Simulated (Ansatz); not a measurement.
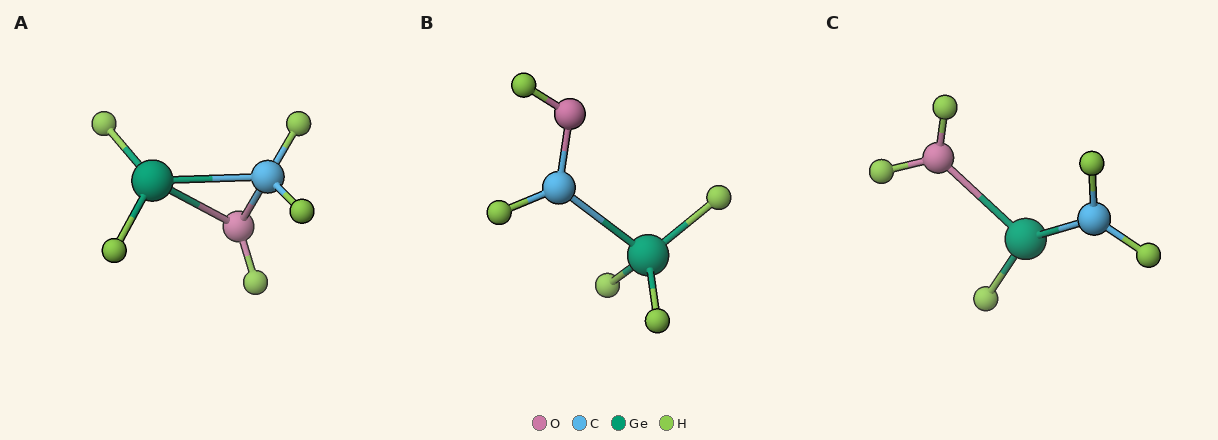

3 stationary structures of one formula. Charge +1, singlet. Geometries: PBE0-D4/def2-TZVP. Electronic energies: RHF-CCSD(T) (frozen core)/def2-TZVPP (Ansatz 0.2.0), without zero-point energy. No frequency run is at hand to confirm each as a minimum. Each is one conformer, not always the lowest.

**Rank them by energy, lowest first.**

A is lowest (C1); C lies 0.214 eV above it (C1), B lies 0.453 eV above it (Cs).
